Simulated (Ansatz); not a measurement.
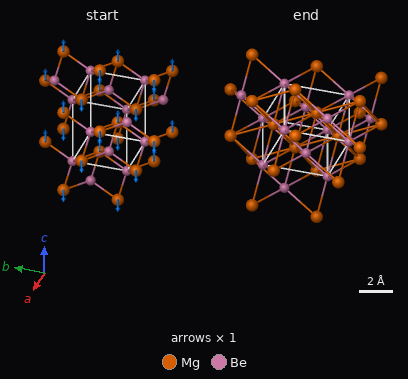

The structure of a crystal of MgBe (built on the litharge_129 type) (coarse preliminary run) before (left) and after (right) a relaxation, at one scale. The blue arrows give the displacements (the part carried along by the change of the cell is left out), at their true length.

A ball-and-stick model of the cell of the calculation, seen from a free direction.

Case: litharge type (P4/nmm, No. 129).

These are results of DFT PBE, scalar-relativistic, plane waves, PAW in Ansatz, not measurements. Settings: plane-wave cutoff 420 eV; k-point mesh 6 × 6 × 4; occupations gaussian; smearing width 0.1 eV; no spin polarisation; cell and atoms relaxed; force threshold 0.04 eV/Å; at most 70 steps.

Summarise the run.

The largest moves relative to the cell, 0.89 Å, are those of Mg atoms. Be stays in place. The drawn cell changes as follows: a = b 3.511 → 4.172 Å (+18.8 %), c 4.436 → 3.358 Å (−24.3 %); the volume changes by +6.9 %. Among the contacts that change: Be–Mg 3.820 → 2.675 Å, Be–Mg 2.042 → 2.680 Å, Mg–Mg 3.418 → 2.950 Å. New bonds form: Be–Mg (3.82 → 2.68 Å). Bond angles that change, for instance: Be–Mg–Be 118.6° → 102.2°, Mg–Be–Mg 118.6° → 102.2°, Mg–Be–Mg 105.1° → 113.2°. The space group stays P4/nmm (No. 129). The energy falls by 5.956 eV per cell of the calculation in 10 accepted moves (12 points after the start). Largest force component: 6.1 eV/Å at the start, 0.015 eV/Å at the end. The pressure goes from 39.63 to 0.16 GPa. The SCF was repeated twice at an unchanged geometry on a basis and grid sized afresh for the cell, which shifted the energy by 12.7 meV per cell of the calculation at most. The run took 21 s on 1 thread of Arm Neoverse V1, on a shared host, peak memory 0.31 GiB.
